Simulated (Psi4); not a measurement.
**GaNH3 (SMILES [NH2][GaH]): ROHF/cc-pV(D+d)Z**

Aim: the energy change on altering one bond length of GaNH3 at ROHF/cc-pV(D+d)Z, from 2 runs. 

The results are computed with Psi4 1.11.

2 further runs of the same task are left out: 1 that didn't finish, 1 set aside as unsound or not needed.

## Step 1: The molecule

The species is GaNH3 (5 atoms), meant as a doublet with charge 0. As SMILES, `[NH2][GaH]`. The coordinates come from a PBE0-D4/def2-TZVP relaxation. This is one conformer, not always the lowest.

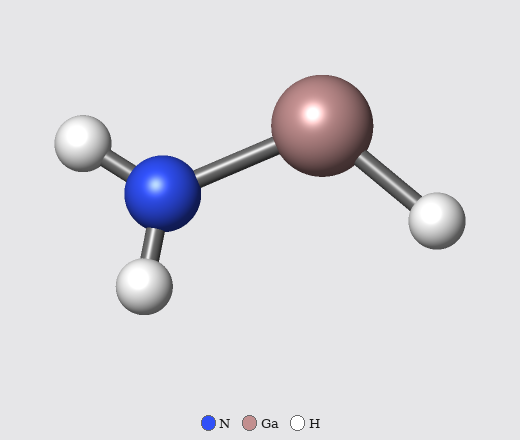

The structure, seen from a chosen angle (nitrogen blue, gallium pink, hydrogen white).

## Step 2: A single-point energy at ROHF/cc-pV(D+d)Z

job.inp

```
memory 1600 mb

molecule m {
  0 2
  N     -0.40043297    -1.29257267     0.12226528
  Ga     1.54107165     1.47946658     0.78801579
  H     -1.78919269    -1.32526493    -1.18126780
  H     -0.21769645    -2.96554721     1.00533430
  H      0.96035882     3.96445644    -0.81277121
  units bohr
  symmetry c1
}

set globals {
  basis cc-pV(D+d)Z
  reference rohf
  scf_type pk
}

energy("scf")
```

The run is started by

```bash
$ psi4 -i job.inp -o job.out -n 1
```

job.out:

```text
[...]
  Running in c1 symmetry.
[...]
  Nuclear repulsion =   95.419926978700360
[...]
  Multiplicity = 2
[...]
  Nalpha       = 21
  Nbeta        = 20
[...]
    Number of basis functions: 56
[...]
   @ROHF iter   1: -1978.77745636118016   -4.39751e+00   1.29590e-02 DIIS
[...]
   @ROHF iter   9: -1979.39180876018327   -1.54873e-08   1.44153e-07 DIIS
[...]
    Orbital Energies [Eh]
    ---------------------
    Doubly Occupied:
       1A   -378.870691     2A    -48.215870     3A    -42.545651
       4A    -42.544070     5A    -42.542955     6A    -15.531611
       7A     -6.415653     8A     -4.509453     9A     -4.505198
      10A     -4.504334    11A     -1.219883    12A     -1.210109
      13A     -1.209986    14A     -1.208404    15A     -1.204283
      16A     -1.087406    17A     -0.632301    18A     -0.588266
      19A     -0.454282    20A     -0.387509
    Singly Occupied:
      21A     -0.118766
[...]
  @ROHF Final Energy: -1979.39180876018327
   => Energetics <=
    Nuclear Repulsion Energy =             95.4199269787003601
    One-Electron Energy =               -2950.5427765030185583
    Two-Electron Energy =                 875.7310407641348320
    Total Energy =                      -1979.3918087601832667
[...]
 Multipole Moments:
 ------------------------------------------------------------------------------------
     Multipole            Electronic (a.u.)      Nuclear  (a.u.)        Total (a.u.)
 ------------------------------------------------------------------------------------
 L = 1.  Multiply by 2.5417464519 to convert [e a0] to [Debye]
 Dipole X            :          3.4585264           -3.5661113           -0.1075849
 Dipole Y            :          3.0152615           -3.3622894           -0.3470279
 Dipole Z            :          1.9988723           -1.9542468            0.0446255
 Magnitude           :                                                    0.3660524
[...]
```

Wall time 9 s (1 thread of Intel Xeon Platinum 8259CL at 2.50GHz (Skylake/Cascade Lake), shared host); peak memory 0.41 GiB.

## Step 3: The distorted shape, same level

gah3n.py

```python
import psi4

psi4.set_memory(1600000000)
psi4.set_num_threads(1)
psi4.set_output_file('output.dat', False)

geom = psi4.geometry("""
0 2
N     -0.622848    -1.270743    -0.076216
Ga     0.815500     0.782900     0.417000
H     -1.357748    -1.288043    -0.766016
H     -0.526148    -2.156043     0.391084
H      0.508200     2.097900    -0.430100
symmetry c1
""")

psi4.set_options({
    'basis': 'cc-pV(D+d)Z',
    'reference': 'rohf',
    'scf_type': 'pk',
})

result, w = psi4.energy("hf", return_wfn=True)
print('E =', round(result, 9))
```

The run is started by

```bash
$ python gah3n.py
```

output.dat:

```text
[...]
  Running in c1 symmetry.
[...]
  Nuclear repulsion =   74.358103031336256
[...]
  Multiplicity = 2
[...]
  Nalpha       = 21
  Nbeta        = 20
[...]
    Number of basis functions: 56
[...]
   @ROHF iter   1: -1978.66747201844464   -4.94485e+00   1.23304e-02 DIIS
[...]
   @ROHF iter  11: -1979.29959279919740   -6.75104e-08   5.43061e-07 DIIS
[...]
    Orbital Energies [Eh]
    ---------------------
    Doubly Occupied:
       1A   -378.937426     2A    -48.279562     3A    -42.609141
       4A    -42.608063     5A    -42.606911     6A    -15.478662
       7A     -6.474389     8A     -4.567623     9A     -4.563091
      10A     -4.561445    11A     -1.269186    12A     -1.267661
      13A     -1.264558    14A     -1.262505    15A     -1.259775
      16A     -1.006400    17A     -0.559864    18A     -0.554017
      19A     -0.394659    20A     -0.306038
    Singly Occupied:
      21A     -0.167781
[...]
  @ROHF Final Energy: -1979.29959279919740
   => Energetics <=
    Nuclear Repulsion Energy =             74.3581030313362561
    One-Electron Energy =               -2907.3043071596139271
    Two-Electron Energy =                 853.6466113290803150
    Total Energy =                      -1979.2995927991973986
[...]
 Multipole Moments:
 ------------------------------------------------------------------------------------
     Multipole            Electronic (a.u.)      Nuclear  (a.u.)        Total (a.u.)
 ------------------------------------------------------------------------------------
 L = 1.  Multiply by 2.5417464519 to convert [e a0] to [Debye]
 Dipole X            :          5.3395119           -4.6214145            0.7180974
 Dipole Y            :          5.7496838           -4.8690293            0.8806545
 Dipole Z            :          2.6234255           -2.3161152            0.3073103
 Magnitude           :                                                    1.1771389
[...]
```

The script printed:

```text
E = -1979.299592799
```

Wall time 9 s (1 thread of Intel Xeon Platinum 8259CL at 2.50GHz (Skylake/Cascade Lake), shared host); peak memory 0.4 GiB.

## Step 4: Outcome

At ROHF/cc-pV(D+d)Z:

```
                                                          quantity           value
                                         first shape: total energy  -1979.39181 Eh
                                        first shape: dipole moment          0.93 D
                                     distorted shape: total energy  -1979.29959 Eh
                                    distorted shape: dipole moment          2.99 D
energy change with the N1–Ga2 bond stretched from 1.825 to 2.555 Å        2.509 eV
```

**Reading.** With the N1–Ga2 bond stretched from 1.825 to 2.555 Å the energy rises by 2.51 eV (58 kcal/mol). The first shape isn't relaxed at this level, so the change isn't measured from a minimum.
